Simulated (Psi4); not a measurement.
## BF4 (charge −1): single-point calculation (part 2 of 2)

Continued. System: BF4, charge −1, SMILES F[B-](F)(F)F. Method: OMP2/aug-cc-pVDZ, RHF (Psi4 1.11). The geometry comes from this level: PBE0-D4/def2-TZVPD.

Geometry of the input (Å):
```
F  -0.0571  -0.0402  1.4040
B  0.0000  0.0000  0.0001
F  0.9489  -0.9310  -0.4572
F  -1.2625  -0.3191  -0.5297
F  0.3707  1.2903  -0.4172
```

## The program's output, continued
```
  LS_THC_PRUNING_SCHEME         => (empty)
  LS_THC_RADIAL_POINTS          => (empty)
  LS_THC_SPHERICAL_POINTS       => (empty)
  LS_THC_S_EPSILON              => (empty)
  LS_THC_WEIGHTS_TOLERANCE      => (empty)
  MAT_NUM_COLUMN_PRINT          => (empty)
  MAX_MOGRAD_CONVERGENCE        => (empty)
  MAX_RADIAL_MOMENT             => (empty)
  MBIS_D_CONVERGENCE            => (empty)
  MBIS_MAXITER                  => (empty)
  MBIS_PRUNING_SCHEME           => (empty)
  MBIS_RADIAL_POINTS            => (empty)
  MBIS_SPHERICAL_POINTS         => (empty)
  MOLDEN_WITH_VIRTUAL           => (empty)
  MOLDEN_WRITE                  => (empty)
  MO_DIIS_NUM_VECS              => (empty)
  MO_MAXITER                    => (empty)
  MO_STEP_MAX                   => (empty)
  MP2_AMP_TYPE                  => (empty)
  MP2_OS_SCALE                  => (empty)
  MP2_SOS_SCALE                 => (empty)
  MP2_SOS_SCALE2                => (empty)
  MP2_SS_SCALE                  => (empty)
  MP2_TYPE                      => (empty)
  MP_TYPE                       => (empty)
  NAT_ORBS                      => FALSE           !
  NUM_FROZEN_DOCC               => 5               !
  NUM_FROZEN_UOCC               => (empty)
  NUM_GPUS                      => (empty)
  OCC_ORBS_PRINT                => (empty)
  OEPROP                        => (empty)
  OO_SCALE                      => (empty)
  OPT_METHOD                    => (empty)
  ORBITAL_OPTIMIZER_PACKAGE     => (empty)
  ORB_OPT                       => TRUE            !
  ORB_RESP_SOLVER               => (empty)
  ORTH_TYPE                     => (empty)
  PARENT_SYMMETRY               => (empty)
  PCG_BETA_TYPE                 => (empty)
  PCG_CONVERGENCE               => (empty)
  PCG_MAXITER                   => (empty)
  PCM                           => (empty)
  PE                            => (empty)
  PPL_TYPE                      => (empty)
  PRINT                         => (empty)
  PRINT_NOONS                   => (empty)
  PROPERTIES                    => (empty)
  PROPERTIES_ORIGIN             => (empty)
  PUREAM                        => TRUE            !
  QCHF                          => (empty)
  QC_MODULE                     => (empty)
  RAS1                          => (empty)
  RAS2                          => (empty)
  RAS3                          => (empty)
  RAS4                          => (empty)
  READ_SCF_3INDEX               => (empty)
  REGULARIZATION                => (empty)
  REG_PARAM                     => (empty)
  RELATIVISTIC                  => (empty)
  REMP_A                        => (empty)
  RESTRICTED_DOCC               => (empty)
  RESTRICTED_UOCC               => (empty)
  RMS_MOGRAD_CONVERGENCE        => (empty)
  R_CONVERGENCE                 => (empty)
  SCF_TYPE                      => PK              !
  SCREENING                     => (empty)
  SCS_TYPE                      => (empty)
  SOCC                          => (empty)
  SOS_TYPE                      => (empty)
  TRIPLES_IABC_TYPE             => (empty)
  WFN                           => (empty)
  WFN_TYPE                      => DF-OMP2         !
  WRITER_FILE_LABEL             => (empty)
  ZORA_BASIS_TOLERANCE          => (empty)
  ZORA_NR_DEBUG                 => (empty)
  ZORA_PRUNING_SCHEME           => (empty)
  ZORA_RADIAL_POINTS            => (empty)
  ZORA_SPHERICAL_POINTS         => (empty)

	Warning: cc_lambda option is changed to TRUE
	For this residual convergence, default PCG convergence is:     1.00e-07
	For this energy convergence, default RMS orbital gradient is:     3.16e-07
	For this energy convergence, default MAX orbital gradient is:     2.00e-06

 ==============================================================================
 ==============================================================================
 ==============================================================================

                      DF-OMP2 (DF-OO-MP2)

 ==============================================================================
 ==============================================================================
 ==============================================================================

	MO Hessian type is changed to 'HF'
	MO spaces...

	 FC   OCC   VIR   FV
	----------------------
	  5   16    94    0
	Number of basis functions in the DF-HF basis: 430
	Number of basis functions in the DF-CC basis: 360

	Minimum required memory for amplitudes:     51.77 MB

	Computing DF-MP2 energy using SCF MOs (Canonical DF-MP2)...
	=======================================================================
	Nuclear Repulsion Energy (a.u.)    :   179.78666917393423
	DF-HF Energy (a.u.)                :  -422.78267935233617
	REF Energy (a.u.)                  :  -422.78267935233617
	DF-MP2 Correlation Energy (a.u.)   :    -0.91637906276814
	DF-MP2 Total Energy (a.u.)         :  -423.69905841510433
	=======================================================================

	Number of independent-pairs: 2054

 ==============================================================================
 ================ Performing DF-OMP2 iterations... ============================
 ==============================================================================
	            Minimizing DF-MP2-L Functional
	            ------------------------------
 Iter       E_total           DE           RMS MO Grad      MAX MO Grad      RMS T2
 ----    ---------------    ----------     -----------      -----------     ----------
	successfully fired up coupled DIIS...
   1     -423.7104988868     -1.14e-02       3.92e-04         3.97e-03        1.28e-05
   2     -423.7106508524     -1.52e-04       9.57e-05         1.46e-03        1.63e-06
   3     -423.7106629905     -1.21e-05       6.50e-05         1.10e-03        1.21e-07
   4     -423.7106722013     -9.21e-06       4.73e-05         8.94e-04        8.98e-08
   5     -423.7106812790     -9.08e-06       2.80e-05         5.38e-04        3.71e-08
   6     -423.7106839693     -2.69e-06       1.99e-05         4.91e-04        3.38e-08
   7     -423.7106858853     -1.92e-06       1.13e-05         4.15e-04        1.44e-08
   8     -423.7106861912     -3.06e-07       9.81e-06         3.84e-04        7.22e-09
   9     -423.7106866774     -4.86e-07       7.53e-06         3.16e-04        4.83e-09
  10     -423.7106869024     -2.25e-07       6.49e-06         2.74e-04        7.28e-09
  11     -423.7106873276     -4.25e-07       3.98e-06         1.52e-04        3.46e-09
  12     -423.7106874037     -7.61e-08       3.35e-06         1.17e-04        2.15e-09
  13     -423.7106874930     -8.94e-08       2.27e-06         6.45e-05        1.27e-09
  14     -423.7106875180     -2.50e-08       1.79e-06         4.55e-05        7.05e-10
  15     -423.7106875349     -1.69e-08       1.19e-06         3.34e-05        1.29e-09
  16     -423.7106875412     -6.28e-09       7.45e-07         1.96e-05        2.80e-09
  17     -423.7106875444     -3.20e-09       2.37e-07         7.05e-06        8.88e-10
  18     -423.7106875447     -2.42e-10       1.43e-07         3.49e-06        1.34e-10
  19     -423.7106875448     -8.48e-11       7.35e-08         1.91e-06        5.36e-11
  20     -423.7106875448     -1.28e-11       5.63e-08         1.57e-06        5.73e-11
  21     -423.7106875448     -1.12e-11       3.20e-08         7.68e-07        6.74e-11
  22     -423.7106875448     -3.92e-12       2.16e-08         5.26e-07        1.16e-11
  23     -423.7106875448     -2.27e-12       1.02e-08         3.24e-07        5.07e-11
  24     -423.7106875448     -8.53e-13       6.71e-09         2.22e-07        4.07e-12

 ==============================================================================
 ======================== DF-OMP2 ITERATIONS ARE CONVERGED ====================
 ==============================================================================

	Computing MP2 energy using optimized MOs...
	=======================================================================
	Nuclear Repulsion Energy (a.u.)    :   179.78666917393423
	DF-HF Energy (a.u.)                :  -422.78267935233617
	REF Energy (a.u.)                  :  -422.76951198569031
	DF-MP2 Correlation Energy (a.u.)   :    -0.92800819243854
	DF-MP2 Total Energy (a.u.)         :  -423.71068754477471
	=======================================================================

	=======================================================================
	================ DF-OMP2 FINAL RESULTS ================================
	=======================================================================
	Nuclear Repulsion Energy (a.u.)    :   179.78666917393423
	DF-HF Energy (a.u.)                :  -422.78267935233617
	REF Energy (a.u.)                  :  -422.76951198569031
	DF-OMP2 Correlation Energy (a.u.)  :    -0.92800819244627
	Edfomp2 - Eref (a.u.)              :    -0.94117555909213
	DF-OMP2 Total Energy (a.u.)        :  -423.71068754478245
	=======================================================================

	total time  =         18 seconds =       0.30 minutes

    Psi4 run time: 0:00:21.40
```

## File result.json
```
{
 "driver": "energy",
 "model": {
  "method": "omp2",
  "basis": "aug-cc-pVDZ"
 },
 "success": true,
 "return_result": -423.71068754478245,
 "properties": {
  "calcinfo_nbasis": 115,
  "calcinfo_nmo": 115,
  "calcinfo_nalpha": 21,
  "calcinfo_nbeta": 21,
  "calcinfo_natom": 5,
  "nuclear_repulsion_energy": 179.78666917393423,
  "return_energy": -423.71068754478245,
  "scf_one_electron_energy": -959.8353711247114,
  "scf_two_electron_energy": 357.266022598441,
  "scf_dipole_moment": [2.3388969063675713e-05, -4.684953315793605e-05, 0.0005524551945489953],
  "scf_total_energy": -422.7826793523362,
  "scf_iterations": 10,
  "mp2_singles_energy": 0.0,
  "mp2_doubles_energy": -0.9163790627681363,
  "mp2_correlation_energy": -0.9163790627681578,
  "mp2_total_energy": -423.69905841510433
 }
}
```

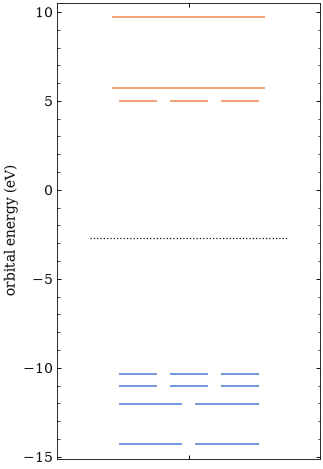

Figure 1. Orbital energies near the frontier (SCF reference); the dotted line parts filled from empty levels, and levels within 0.02 eV of each other stand side by side. Highest filled −10.36 eV, lowest empty 4.99 eV, 15.35 eV apart.

## Summary

- outcome: converged
- total energy: −423.710688 hartree
- SCF energy: −422.782679 hartree
- MP2 energy: −423.699058 hartree
- correlation energy: −0.928008 hartree
- basis functions: 115
- HOMO of the SCF reference: −10.36 eV
- LUMO of the SCF reference: 4.99 eV
- hardware: 1 thread of Intel Xeon (Granite Rapids), 32 GiB of memory available, shared host
- wall time: 22 s
- peak memory: 0.54 GiB
